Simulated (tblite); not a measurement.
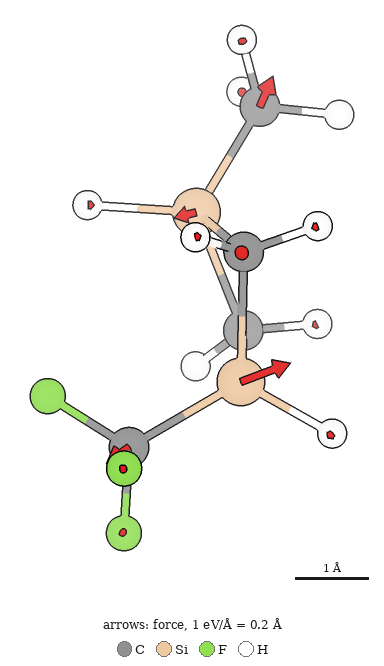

Starting geometry of C$_{4}$H$_{9}$F$_{3}$Si$_{2}$ with the computed forces as red arrows. Style: ball-and-stick. Shown from a free direction.

All numbers below come from GFN2-xTB geometry optimisation, gas phase in tblite 0.8.0. 

**Is this structure relaxed? If not, where do the atoms go?**

It isn't relaxed: the largest force vector, on a Si atom, is 3.82 eV/Å. The final displacements have little in common with the starting forces (cosine between the two patterns 0.16). The largest moves after the best rigid fit, 0.44 Å, are those of H atoms. By element the largest moves are H 0.44 Å, F 0.31 Å, C 0.24 Å, Si 0.16 Å. Among the contacts that change: C–Si 1.818 → 1.944 Å, C–Si 1.813 → 1.895 Å, C–Si 1.881 → 1.935 Å, H–Si 1.499 → 1.465 Å. Bond angles that change, for instance: C–Si–H 110.8° → 123.0°, C–Si–H 115.9° → 104.5°, C–Si–C 114.1° → 107.8°. Over 77 geometry steps the energy falls by 0.533 eV.
